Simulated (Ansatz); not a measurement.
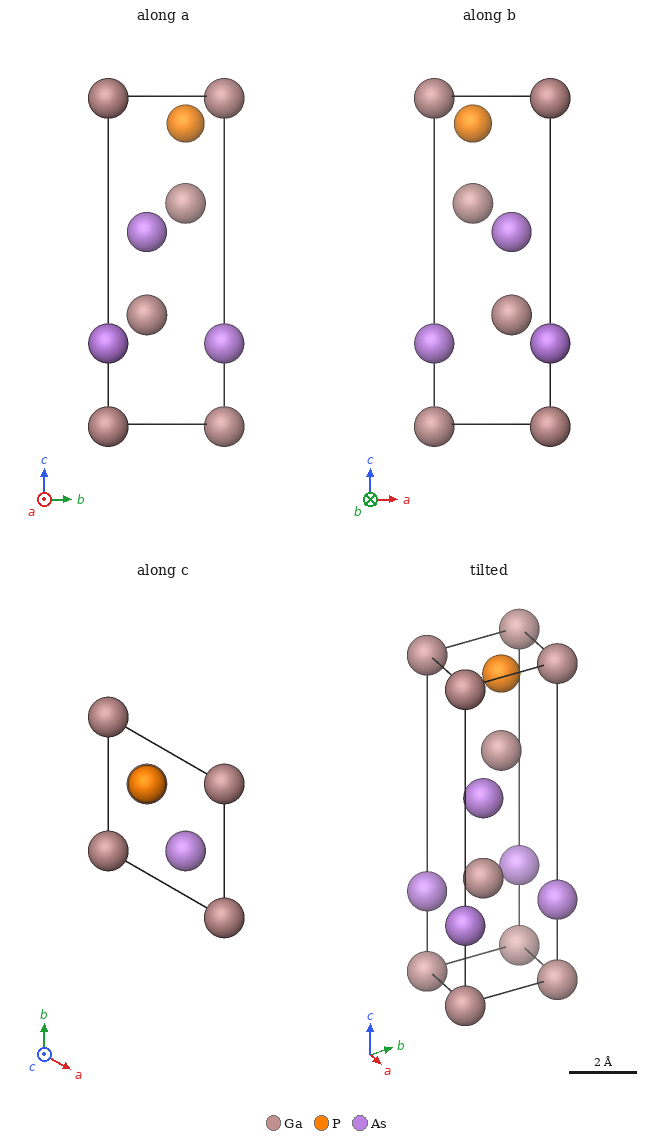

Spheres-only drawing of the structure, looking along the a axis, along the b axis, along the c axis and slightly off an axis. One conventional unit cell is outlined, and atoms on its boundary appear in each equivalent place.

Lattice parameters: a = 4.0049 Å, b = 4.0049 Å, c = 9.8152 Å, α = 90.000°, β = 90.000°, γ = 120.000°.

Q: Put the structure into a CIF with its space group and independent sites, with free fractional coordinates to two decimals.

A:
```cif
data_structure
_symmetry_space_group_name_H-M 'P 3 m 1'
_symmetry_Int_Tables_number 156
_cell_length_a 4.0049
_cell_length_b 4.0049
_cell_length_c 9.8152
_cell_angle_alpha 90.000
_cell_angle_beta 90.000
_cell_angle_gamma 120.000
_cell_volume 136.34
loop_
_atom_site_label
_atom_site_type_symbol
_atom_site_symmetry_multiplicity
_atom_site_Wyckoff_symbol
_atom_site_fract_x
_atom_site_fract_y
_atom_site_fract_z
_atom_site_occupancy
Ga1 Ga 1 a 0.00 0.00 0.99 1
Ga2 Ga 1 b 0.3333 0.6667 0.67 1
Ga3 Ga 1 c 0.6667 0.3333 0.33 1
P1 P 1 b 0.3333 0.6667 0.9167 1
As1 As 1 c 0.6667 0.3333 0.59 1
As2 As 1 a 0.00 0.00 0.25 1
```

Its origin is a structure type filled with these elements by a generator (whether the compound takes this form wasn't checked). Earlier steps of the study, as a rule a relaxation of our own, may have changed the cell and positions, so they can lie some per cent off the listed ones. It went into a calculation with Ansatz.
